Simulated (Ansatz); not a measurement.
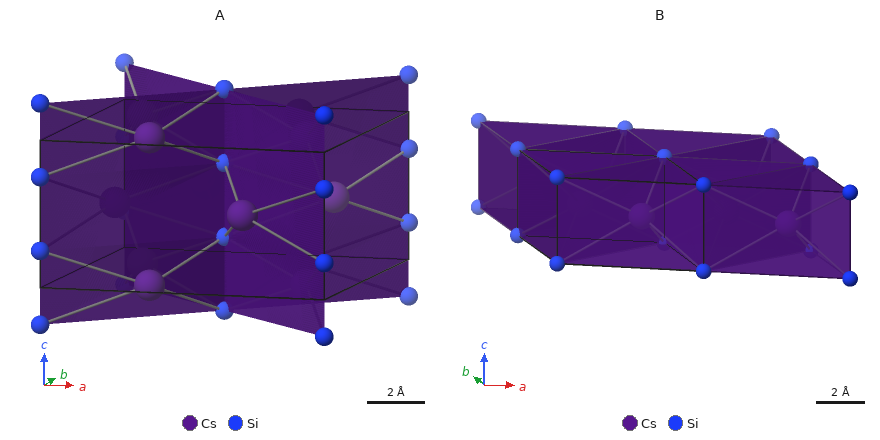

Two structures of Cs2Si, each relaxed to rest (conventional cells in solid outline, small ones repeated, not to one scale). Method: DFT PBE, scalar-relativistic, plane waves, PAW in Ansatz, without spin polarisation.

> Which two forms are compared?

A: 12 atoms a cell on a body-centred tetragonal lattice, I4/mcm. B: AlB₂ type, P6/mmm.

> A or B: which is lower in energy?

A is lower, by 157 meV/atom at this level of theory (energies at zero smearing). Volumes: A 48.5, B 42.4 Å³/atom.

One or both may be structure types tried for this composition rather than known phases.
